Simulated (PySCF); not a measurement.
System: F₆P₄.

```xyz
10

F    -2.3745    1.2354   -0.0683
P    -0.7899    1.5286   -0.0809
F    -0.8360    2.3386   -1.4639
P    -0.1466   -0.4410   -0.8438
P    -0.6736   -0.9983    1.2264
F    -2.0126   -1.8307    0.9363
F     0.2565   -2.3106    1.3286
P     1.7043    0.1782    0.1883
F     2.1894    1.2683   -0.8951
F     2.6920   -0.9640   -0.3502
```

Geometry: GFN2-xTB.

These are results of B3LYP/def2-SVPD, SCF density, gas phase in PySCF, not measurements.

Predict the electron density and electron localisation function between the atoms.

Answer. P–F (1.60 Å): ρ is about 1.2 e/Å³ halfway; the ELF peaks at about 0.80 in the valence shell of F, 0.6 Å from its nucleus, and is about 0.60 at the midpoint.
P–P (2.21 Å): the density is about 0.84 e/Å³ at the midpoint; the ELF peaks at about 0.95 between the atoms, as expected for localised, covalent bonding.

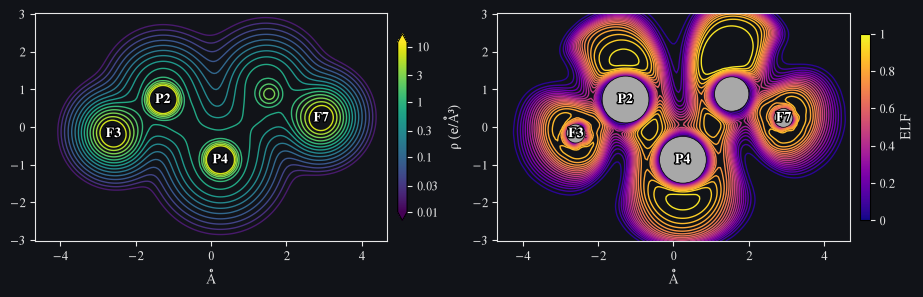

Computed electron density and electron localisation function on the plane of atoms F3, P2 and P4, in this order. Grey discs cover the atomic cores in the ELF map. 
